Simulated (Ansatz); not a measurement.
# BClH₅NOSi: an energy map over bond length O5–H10 and angle H10–O5–B4

A grid of calculations on BClH5NOSi, SMILES N[SiH](Cl)BO, to see where the energy is lowest and how it rises around there.

The runs use Ansatz 0.2.0; RKS PBE0-D4/def2-TZVP.

**1. Where the work starts**

SMILES `N[SiH](Cl)BO`, 10 atoms, charge 0, spin multiplicity 1.

Atoms are counted from 1 here; the program's logs count them from 0.

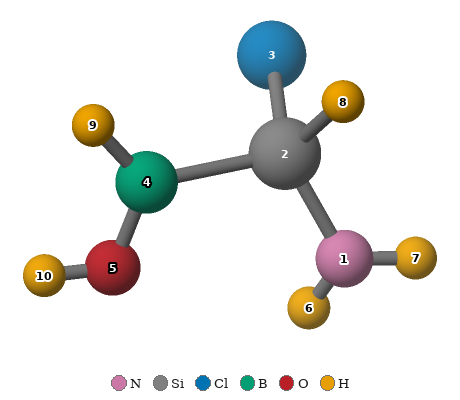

As it starts; nitrogen pink, silicon grey, chlorine blue, boron teal, oxygen red, hydrogen amber; atoms are numbered from 1 in the order of the file.

As a file:

```xyz
10
charge 0, multiplicity 1
N    -1.25555   -0.49394   -1.11008
Si   -0.43052   -0.72537    0.39627
Cl    0.95387   -2.34833    0.43564
B     0.78333    0.85194    0.75745
O     1.10674    1.62339   -0.31689
H    -0.71801   -0.09093   -1.88289
H    -1.91795   -1.19286   -1.45642
H    -1.46447   -1.08257    1.42517
H     1.27613    1.08225    1.85383
H     1.74954    2.32521   -0.09937
```

This geometry comes from a loose relaxation at PBE in a small basis, which is not shown.

**2. Geometry optimisation**

input.yaml reads:

```yaml
crystal:
  periodic: [false, false, false]
  atoms:
    - { symbol: "N", position_ang: [-1.255553, -0.493935, -1.110082] }
    - { symbol: Si, position_ang: [-0.430516, -0.725371, 0.396273] }
    - { symbol: Cl, position_ang: [0.953874, -2.348333, 0.435643] }
    - { symbol: B, position_ang: [0.783328, 0.851943, 0.757446] }
    - { symbol: O, position_ang: [1.106735, 1.623389, -0.316892] }
    - { symbol: H, position_ang: [-0.718014, -0.090927, -1.882891] }
    - { symbol: H, position_ang: [-1.91795, -1.192863, -1.456423] }
    - { symbol: H, position_ang: [-1.464472, -1.082571, 1.425168] }
    - { symbol: H, position_ang: [1.276133, 1.082254, 1.853827] }
    - { symbol: H, position_ang: [1.749536, 2.325214, -0.099369] }
basis:
  gaussian: { orbitals: def2-TZVP }
hamiltonian:
  xc: pbe0
  dispersion: d4
output:
  forces: true
relax:
  f_tol: 0.003
  max_steps: 120
```

The run is started by

```console
ansatz run input.yaml --threads 1 --pin off --max-ram 2560MiB --backend cpu --events-out ev --progress --plain --runs-dir out
```

Output (excerpt; [...] marks lines left out):

```text
Warning: RAYON_NUM_THREADS=1 ignored (pool sized by the plan → 1); use --threads N
[...]
Functional definition: PBE0
[...]
1231 factors; their error is unknown
[...]
mean field -24688.32328177 eV, -907.2791462585 hartree, gradient 3.4e-5 eV, S^2 0.000000; 0 other end points of the search recorded, 0 dependent functions left out
[...]
reference -24688.32331548 eV, -907.2791474973 hartree; 28, 28 occupied and 169, 169 virtual orbitals, 1231 factors
relax step   1: F+E_penalty+E_count = -24688.51652608 eV  Δ(F+E_penalty+E_count) = +0.000e0 eV  max|allowed force component| = 5.809e-1 eV/Å  Δτ_max = 0.0000 Å  (29 SCF iters, accepted)
[...]
relax step   3: F+E_penalty+E_count = -24688.56473433 eV  Δ(F+E_penalty+E_count) = -6.063e-3 eV  max|allowed force component| = 8.252e-2 eV/Å  Δτ_max = 0.0203 Å  (32 SCF iters, accepted)
[...]
relax step   5: F+E_penalty+E_count = -24688.56687995 eV  Δ(F+E_penalty+E_count) = -8.659e-4 eV  max|allowed force component| = 2.800e-2 eV/Å  Δτ_max = 0.0075 Å  (32 SCF iters, accepted)
[...]
relax step   7: F+E_penalty+E_count = -24688.56731810 eV  Δ(F+E_penalty+E_count) = -3.591e-5 eV  max|allowed force component| = 2.203e-2 eV/Å  Δτ_max = 0.0085 Å  (32 SCF iters, accepted)
[...]
relax step   9: F+E_penalty+E_count = -24688.56740260 eV  Δ(F+E_penalty+E_count) = -8.583e-6 eV  max|allowed force component| = 2.207e-3 eV/Å  Δτ_max = 0.0023 Å  (24 SCF iters, accepted)
[...]
relax step  10: F+E_penalty+E_count = -24688.56740717 eV  Δ(F+E_penalty+E_count) = -4.574e-6 eV  max|allowed force component| = 4.930e-3 eV/Å  Δτ_max = 0.0030 Å  (33 SCF iters, accepted)
[...]
relax step  11: F+E_penalty+E_count = -24688.56741000 eV  Δ(F+E_penalty+E_count) = -2.831e-6 eV  max|allowed force component| = 2.875e-3 eV/Å  Δτ_max = 0.0016 Å  (24 SCF iters, accepted)
1231 factors; their error is unknown
[...]
mean field -24688.37337061 eV, -907.2809869895 hartree, gradient 1.3e-5 eV, S^2 0.000000; 1 other end points of the search recorded, 0 dependent functions left out
[...]
reference -24688.37340411 eV, -907.2809882204 hartree; 28, 28 occupied and 169, 169 virtual orbitals, 1231 factors
Total energy: -24688.56744350 eV, -907.2881190364 hartree
Atom 0 at    -1.219134    -0.525274    -1.107008 Å, force    -0.001742    -0.000455     0.000424 eV/Å
Atom 1 at    -0.411059    -0.735220     0.378356 Å, force     0.001500     0.000277    -0.000751 eV/Å
Atom 2 at     0.904529    -2.365267     0.437413 Å, force     0.000557    -0.001930    -0.000120 eV/Å
Atom 3 at     0.790108     0.846736     0.749020 Å, force    -0.002875     0.001936     0.000888 eV/Å
Atom 4 at     1.118401     1.627550    -0.304325 Å, force     0.000037    -0.000848    -0.000995 eV/Å
Atom 5 at    -0.738951    -0.080980    -1.873456 Å, force     0.001777     0.000785    -0.000399 eV/Å
Atom 6 at    -1.912289    -1.179356    -1.432369 Å, force    -0.000414    -0.000511    -0.000099 eV/Å
Atom 7 at    -1.427612    -1.061853     1.407755 Å, force    -0.000476     0.000648     0.000752 eV/Å
Atom 8 at     1.248837     1.084800     1.835902 Å, force     0.001099    -0.001040     0.000127 eV/Å
Atom 9 at     1.730270     2.337663    -0.088588 Å, force     0.000537     0.001137     0.000171 eV/Å
Dipole moment:    -0.005237     0.529004    -0.190389 e Å
```

Run time: 2.3 min. Hardware: 1 thread of Arm Neoverse V2, shared host; peak memory 0.47 GiB.

Along the way:

```csv
step,energy from step 1 (eV),largest force component (eV/Å)
1,0.0000,0.5809
2,-0.0421,0.2551
3,-0.0482,0.0825
4,-0.0495,0.0777
5,-0.0504,0.0280
6,-0.0508,0.0155
7,-0.0508,0.0220
8,-0.0509,0.0037
9,-0.0509,0.0022
10,-0.0509,0.0049
11,-0.0509,0.0029
```

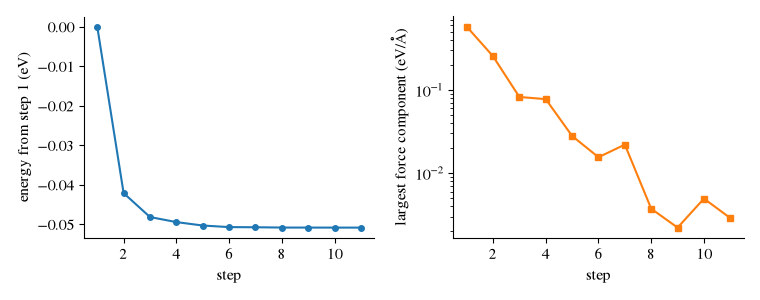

Energy and force, step by step.

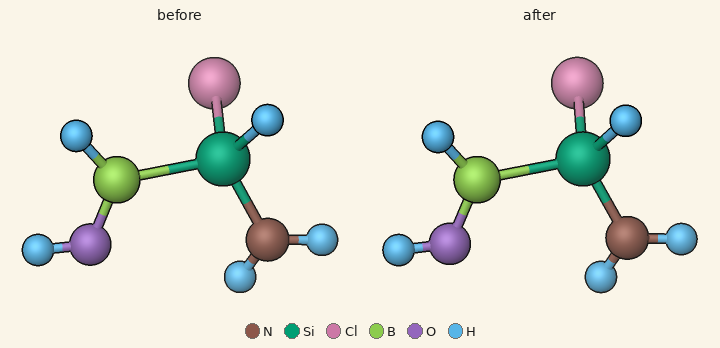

The geometry before (left) and after (right).

Close pairs (by a distance rule), those that changed most:

```csv
bond,before (Å),after (Å),change (Å)
Si2–Cl3,2.134,2.096,-0.038
N1–Si2,1.733,1.704,-0.029
B4–H9,1.224,1.204,-0.020
Si2–H8,1.502,1.483,-0.019
N1–H6,1.024,1.008,-0.016
N1–H7,1.023,1.007,-0.016
O5–H10,0.976,0.962,-0.014
B4–O5,1.362,1.352,-0.010
```

**3. Plan of the scan**

- bond length O5–H10: 11 values from 0.846 to 1.202 Å
- angle H10–O5–B4: 11 values from 69 to 159 °

Nothing else is relaxed (all other coordinates rigid). Energies count from the relaxed molecule at the same level. Points are written as (first, second).

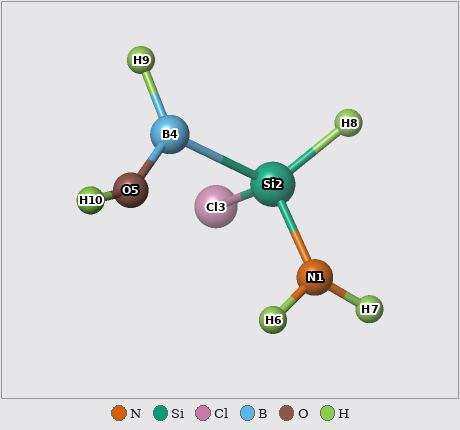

The geometry at (0.846 Å, 150°).

Below, 3 of the grid's runs; all are launched alike.

**4. Point (0.846 Å, 150°)**

input.yaml reads:

```yaml
crystal:
  periodic: [false, false, false]
  atoms:
    - { symbol: "N", position_ang: [-1.219134, -0.525274, -1.107008] }
    - { symbol: Si, position_ang: [-0.411059, -0.73522, 0.378356] }
    - { symbol: Cl, position_ang: [0.904529, -2.365267, 0.437413] }
    - { symbol: B, position_ang: [0.790108, 0.846736, 0.74902] }
    - { symbol: O, position_ang: [1.118401, 1.62755, -0.304325] }
    - { symbol: H, position_ang: [-0.738951, -0.08098, -1.873456] }
    - { symbol: H, position_ang: [-1.912289, -1.179356, -1.432369] }
    - { symbol: H, position_ang: [-1.427612, -1.061853, 1.407755] }
    - { symbol: H, position_ang: [1.248837, 1.0848, 1.835902] }
    - { symbol: H, position_ang: [1.545149, 2.283916, -0.624928] }
basis:
  gaussian: { orbitals: def2-TZVP }
hamiltonian:
  xc: pbe0
  dispersion: d4
output:
  forces: true
```

The run is started by

```console
ansatz run input.yaml --threads 1 --pin off --max-ram 2560MiB --backend cpu --events-out ev --progress --plain --runs-dir out
```

Output (excerpt; [...] marks lines left out):

```text
Warning: RAYON_NUM_THREADS=1 ignored (pool sized by the plan → 1); use --threads N
[...]
[... 1 set-up line as earlier in the session ...]
[...]
1231 factors; their error is unknown
[...]
mean field -24687.53554544 eV, -907.2501974824 hartree, gradient 2.7e-5 eV, S^2 0.000000; 0 other end points of the search recorded, 0 dependent functions left out
[...]
reference -24687.53557894 eV, -907.2501987134 hartree; 28, 28 occupied and 169, 169 virtual orbitals, 1231 factors
Total energy: -24687.72989063 eV, -907.2573395362 hartree
Atom 0 at    -1.219134    -0.525274    -1.107008 Å, force    -0.013167     0.000196    -0.013955 eV/Å
Atom 1 at    -0.411059    -0.735220     0.378356 Å, force    -0.013949    -0.012983     0.004868 eV/Å
Atom 2 at     0.904529    -2.365267     0.437413 Å, force     0.003260    -0.008395    -0.005817 eV/Å
Atom 3 at     0.790108     0.846736     0.749020 Å, force     0.655499     0.945774    -0.299047 eV/Å
Atom 4 at     1.118401     1.627550    -0.304325 Å, force    -5.320266    -7.674194     2.486800 eV/Å
Atom 5 at    -0.738951    -0.080980    -1.873456 Å, force     0.006645    -0.001578     0.011580 eV/Å
Atom 6 at    -1.912289    -1.179356    -1.432369 Å, force     0.001854    -0.000080    -0.000049 eV/Å
Atom 7 at    -1.427612    -1.061853     1.407755 Å, force    -0.005943    -0.005918     0.000158 eV/Å
Atom 8 at     1.248837     1.084800     1.835902 Å, force    -0.005995    -0.021270     0.055576 eV/Å
Atom 9 at     1.545149     2.283916    -0.624928 Å, force     4.692062     6.778448    -2.240114 eV/Å
Dipole moment:    -0.044263     0.543324    -0.375714 e Å
```

Wall time 11 s (1 thread of Arm Neoverse V2, shared host); peak memory 0.45 GiB.

Energy on the map's scale: 19.3 kcal/mol.

**5. Point (0.953 Å, 114°)**

Changes to input.yaml since step 4:

```diff
@@ -12,3 +12,3 @@
     - { symbol: H, position_ang: [1.248837, 1.0848, 1.835902] }
-    - { symbol: H, position_ang: [1.545149, 2.283916, -0.624928] }
+    - { symbol: H, position_ang: [1.72462, 2.331291, -0.091121] }
 basis:
```

The run is started by

```console
ansatz run input.yaml --threads 1 --pin off --max-ram 2560MiB --backend cpu --events-out ev --progress --plain --runs-dir out
```

Output (excerpt; [...] marks lines left out):

```text
Warning: RAYON_NUM_THREADS=1 ignored (pool sized by the plan → 1); use --threads N
[...]
[... 1 set-up line as earlier in the session ...]
[...]
1231 factors; their error is unknown
[...]
mean field -24688.37124698 eV, -907.2809089474 hartree, gradient 3.0e-5 eV, S^2 0.000000; 0 other end points of the search recorded, 0 dependent functions left out
[...]
reference -24688.37128043 eV, -907.2809101766 hartree; 28, 28 occupied and 169, 169 virtual orbitals, 1231 factors
Total energy: -24688.56535196 eV, -907.2880421740 hartree
Atom 0 at    -1.219134    -0.525274    -1.107008 Å, force    -0.001234     0.000062     0.000493 eV/Å
Atom 1 at    -0.411059    -0.735220     0.378356 Å, force     0.001066    -0.000400     0.001566 eV/Å
Atom 2 at     0.904529    -2.365267     0.437413 Å, force     0.000731    -0.001858    -0.000262 eV/Å
Atom 3 at     0.790108     0.846736     0.749020 Å, force    -0.011598    -0.008212    -0.002746 eV/Å
Atom 4 at     1.118401     1.627550    -0.304325 Å, force    -0.293868    -0.344367    -0.098223 eV/Å
Atom 5 at    -0.738951    -0.080980    -1.873456 Å, force     0.001789     0.000792    -0.000413 eV/Å
Atom 6 at    -1.912289    -1.179356    -1.432369 Å, force    -0.000425    -0.000494     0.000008 eV/Å
Atom 7 at    -1.427612    -1.061853     1.407755 Å, force    -0.000581     0.000414     0.000570 eV/Å
Atom 8 at     1.248837     1.084800     1.835902 Å, force     0.003053     0.002070    -0.001520 eV/Å
Atom 9 at     1.724620     2.331291    -0.091121 Å, force     0.301066     0.351993     0.100527 eV/Å
Dipole moment:    -0.006567     0.527398    -0.190733 e Å
```

Wall time 11 s (1 thread of Arm Neoverse V2, shared host); peak memory 0.45 GiB.

On the map this point reads 0.048 kcal/mol.

**6. The run at (1.024 Å, 78°)**

Changes to input.yaml since step 5:

```diff
@@ -12,3 +12,3 @@
     - { symbol: H, position_ang: [1.248837, 1.0848, 1.835902] }
-    - { symbol: H, position_ang: [1.72462, 2.331291, -0.091121] }
+    - { symbol: H, position_ang: [1.655824, 2.056594, 0.454406] }
 basis:
```

The run is started by

```console
ansatz run input.yaml --threads 1 --pin off --max-ram 2560MiB --backend cpu --events-out ev --progress --plain --runs-dir out
```

Output (excerpt; [...] marks lines left out):

```text
Warning: RAYON_NUM_THREADS=1 ignored (pool sized by the plan → 1); use --threads N
[...]
[... 1 set-up line as earlier in the session ...]
[...]
1231 factors; their error is unknown
[...]
mean field -24687.52844032 eV, -907.2499363741 hartree, gradient 3.8e-5 eV, S^2 0.000000; 0 other end points of the search recorded, 0 dependent functions left out
[...]
reference -24687.52847357 eV, -907.2499375958 hartree; 28, 28 occupied and 169, 169 virtual orbitals, 1231 factors
Total energy: -24687.72316310 eV, -907.2570923041 hartree
Atom 0 at    -1.219134    -0.525274    -1.107008 Å, force     0.056848     0.055350     0.008156 eV/Å
Atom 1 at    -0.411059    -0.735220     0.378356 Å, force    -0.077117    -0.133690     0.211453 eV/Å
Atom 2 at     0.904529    -2.365267     0.437413 Å, force     0.012317    -0.022381    -0.011545 eV/Å
Atom 3 at     0.790108     0.846736     0.749020 Å, force    -1.731821    -2.097435    -0.317735 eV/Å
Atom 4 at     1.118401     1.627550    -0.304325 Å, force     1.701176     1.214385     2.918100 eV/Å
Atom 5 at    -0.738951    -0.080980    -1.873456 Å, force    -0.011340    -0.010638    -0.024511 eV/Å
Atom 6 at    -1.912289    -1.179356    -1.432369 Å, force     0.002239     0.001751     0.005943 eV/Å
Atom 7 at    -1.427612    -1.061853     1.407755 Å, force    -0.030440    -0.032610    -0.010556 eV/Å
Atom 8 at     1.248837     1.084800     1.835902 Å, force     0.112662     0.086146     0.148158 eV/Å
Atom 9 at     1.655824     2.056594     0.454406 Å, force    -0.034524     0.939123    -2.927463 eV/Å
Dipole moment:    -0.049248     0.426935    -0.057094 e Å
```

Run time: 11 s. Hardware: 1 thread of Arm Neoverse V2, shared host; peak memory 0.45 GiB.

On the map this point reads 19.5 kcal/mol.

**7. The map**

121 points were computed. Energies in kcal/mol, from the relaxed molecule at the same level:

| angle H10–O5–B4 (°) ↓, bond length O5–H10 (Å) → | 0.846 | 0.882 | 0.918 | 0.953 | 0.989 | 1.024 | 1.060 | 1.096 | 1.131 | 1.167 | 1.202 |
| --- | --- | --- | --- | --- | --- | --- | --- | --- | --- | --- | --- |
| 159 | 22.4 | 17.1 | 14.4 | 13.8 | 14.9 | 17.1 | 20.4 | 24.5 | 28.9 | 33.9 | 39.0 |
| 150 | 19.3 | 13.8 | 11.0 | 10.3 | 11.2 | 13.3 | 16.4 | 20.3 | 24.6 | 29.4 | 34.3 |
| 141 | 16.0 | 10.4 | 7.5 | 6.6 | 7.4 | 9.3 | 12.3 | 16.0 | 20.1 | 24.7 | 29.5 |
| 132 | 13.1 | 7.4 | 4.3 | 3.3 | 3.9 | 5.7 | 8.5 | 12.1 | 16.1 | 20.6 | 25.2 |
| 123 | 11.1 | 5.2 | 2.0 | 0.9 | 1.4 | 3.1 | 5.8 | 9.3 | 13.2 | 17.6 | 22.1 |
| 114 | 10.6 | 4.6 | 1.3 | 0.0 | 0.4 | 2.0 | 4.6 | 8.0 | 11.8 | 16.1 | 20.6 |
| 105 | 12.0 | 5.9 | 2.4 | 1.1 | 1.4 | 2.9 | 5.4 | 8.7 | 12.4 | 16.7 | 21.1 |
| 96 | 15.7 | 9.5 | 5.9 | 4.4 | 4.6 | 6.0 | 8.4 | 11.6 | 15.3 | 19.5 | 23.9 |
| 87 | 22.1 | 15.7 | 11.9 | 10.3 | 10.3 | 11.5 | 13.8 | 16.8 | 20.4 | 24.5 | 28.8 |
| 78 | 31.5 | 24.9 | 20.8 | 18.9 | 18.5 | 19.5 | 21.4 | 24.2 | 27.5 | 31.3 | 35.3 |
| 69 | 44.7 | 37.7 | 33.2 | 30.8 | 29.9 | 30.2 | 31.6 | 33.7 | 36.3 | 39.4 | 42.8 |

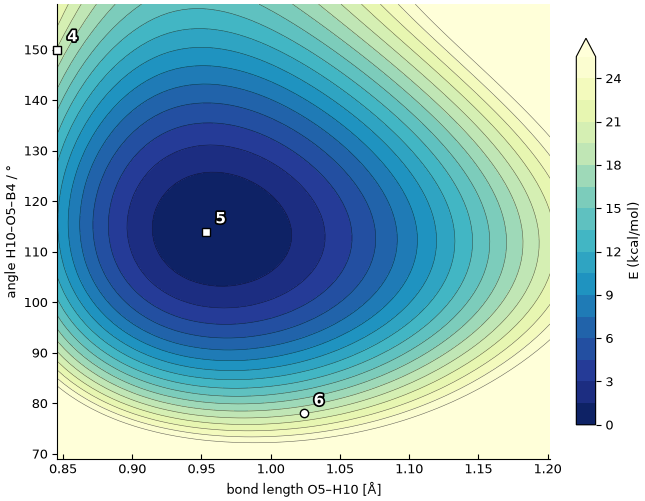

The map; numbers mark the steps of this session that print a point's run. In the figure: filled contours, one colour for all values above the top of the scale.

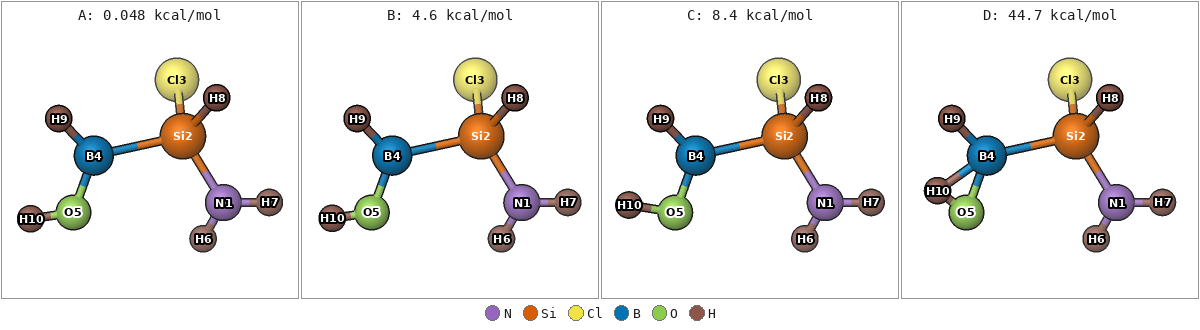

Structures on the grid, at one scale: A at (0.953 Å, 114°); B at (0.882 Å, 114°); C at (1.060 Å, 96°); D at (0.846 Å, 69°).

On the same grid, largest force on an atom (eV/Å):

```csv
"angle H10–O5–B4 (°) ↓, bond length O5–H10 (Å) →",0.846,0.882,0.918,0.953,0.989,1.024,1.060,1.096,1.131,1.167,1.202
159,9.5,5.9,3.2,1.5,2.3,3.6,4.6,5.3,5.9,6.3,6.5
150,9.7,6.1,3.4,1.7,2.2,3.4,4.4,5.1,5.7,6.1,6.3
141,9.7,6.2,3.5,1.7,2.0,3.2,4.2,5.0,5.5,5.8,6.1
132,9.6,6.0,3.3,1.4,1.8,3.0,4.0,4.8,5.3,5.7,5.9
123,9.3,5.8,3.0,1.0,1.5,2.8,3.8,4.6,5.1,5.5,5.8
114,9.1,5.5,2.6,0.5,1.3,2.6,3.7,4.4,5.0,5.4,5.7
105,9.3,5.7,2.9,0.9,1.7,3.0,4.0,4.7,5.3,5.6,5.9
96,9.5,6.0,3.3,1.5,2.2,3.5,4.5,5.2,5.7,6.1,6.4
87,9.9,6.5,3.9,2.3,2.5,3.7,4.7,5.5,6.0,6.4,6.7
78,10.6,7.2,4.7,3.2,2.9,3.6,4.6,5.3,5.8,6.2,6.5
69,11.5,8.3,6.0,4.5,4.0,3.8,3.9,4.6,5.1,5.4,5.6
```

**8. What came out**

| quantity | value |
| --- | --- |
| lowest point | (0.953 Å, 114°), 0.048 kcal/mol |
| highest computed point | (0.846 Å, 69°), 44.7 kcal/mol above the lowest |
| largest force on an atom (eV/Å) | 0.5 at (0.953 Å, 114°) to 11.5 at (0.846 Å, 69°); 0.5 at the lowest point |
| time for the whole task | 27 min on 1 thread, shared host |

The lowest computed point is at (0.953 Å, 114°), 0.048 kcal/mol from the relaxed molecule at the same level. The grid is coarse, so the lowest point of the scanned range may lie between grid points; coordinates that were held can hide deeper minima. No other kind of well shows on this grid. The highest computed point, (0.846 Å, 69°), lies 44.7 kcal/mol above the lowest. Round the minimum the two coordinates are nearly uncoupled.
